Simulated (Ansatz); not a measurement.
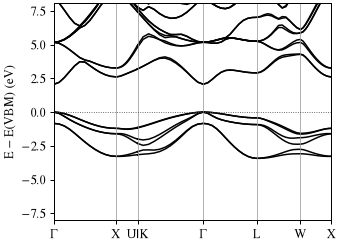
Band structure from DFT-PBE with spin–orbit coupling in the program Ansatz with PAW potentials

**Question.** Read off the gap and where the band edges lie.

**Answer.** About 2.1 eV (2.07 eV by a search for the band edges); maximum at Γ, minimum at Γ.

The material is MgTe (zinc blende, F-43m).

Symmetry was held in the PBE relaxation; phonons on a q-mesh show no instability.

Potentials: the later of the program's two PAW sets.
